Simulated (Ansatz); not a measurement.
Fields on a plane of ZrN (rock salt)

```yaml
crystal:
  lattice:
    - [0.00000, 2.29761, 2.29761]
    - [2.29761, 0.00000, 2.29761]
    - [2.29761, 2.29761, 0.00000]
  atoms:
    - { symbol: N, position: [0.00000, 0.00000, 0.00000] }
    - { symbol: Zr, position: [0.50000, 0.50000, 0.50000] }
```

The slice is a {111} plane (indices of the conventional cell) through the point (0.500, 0.500, 0.500) (fractional), spanned by u = [100] and v = [-1 2 0] in vectors of this cell: u (3.25 Å) and v (5.63 Å, at 90° to u). It covers one period; positions are fractions (u, v).

Atoms on it: Zr at (0.00, 0.00); Zr at (0.50, 0.50).

Method: PBE (plane waves to 420 eV, PAW, scalar-relativistic; Ansatz, a program for electronic structure). k mesh 17×17×17. Near the nuclei the fields are pseudised (PAW); where an atom keeps semicore shells as valence, they peak there. The PAW data are Ansatz's earlier set. ZrN is run without spin polarisation. ZrN was relaxed with its symmetry unable to fall.

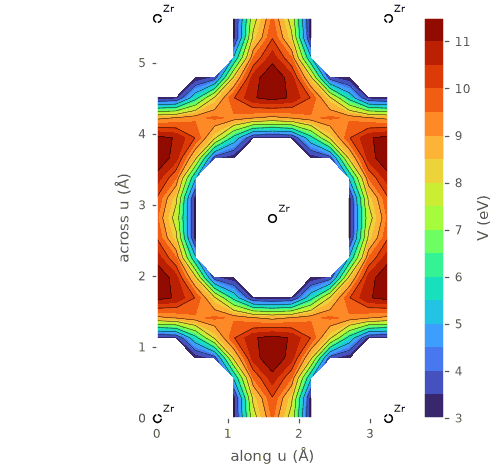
Fig. 1. Electrostatic potential energy of an electron, from the cell's mean, in eV, one period of the plane, atoms marked. Points within 1 Å of a nucleus are left white, as the pseudised field means little there. Values under 3 eV are set to 3. The zero, the cell's mean, hangs on the PAW cores.

```
|xxxx@@##          ##@@xx|
|@@@@%%--    ::    --%%@@|
|##**--    ::--::    --**|
|        ..::::::..      |
|                        |
|::::..              ..::|
|--::    --**##**--    ::|
|::    --%%@@@@@@%%--    |
|      ##@@xxxxxx@@##    |
|    ..%%@@xxxxxx@@%%..  |
|      ##@@xxxxxx@@##    |
|::    --%%@@@@@@%%--    |
|--::    --**##**--    ::|
|::::..              ..::|
|                        |
|        ..::::::..      |
|##**--    ::--::    --**|
|@@@@%%--    ::    --%%@@|
|xxxx@@##          ##@@xx|
|xxxx@@%%..      ..%%@@xx|
```
Scale: ten equal steps from 0.11 (start of ' ') to 0.79 (end of '@'), in the order ' .:-=+*#%@'. Values: electron localisation function (ELF). The map has 12 points along u (two characters each, u = 0 at the left) and 20 along v (v = 0 in the bottom row). Points within 0.5 Å of a nucleus are blanked (x), as the pseudised field means little there.
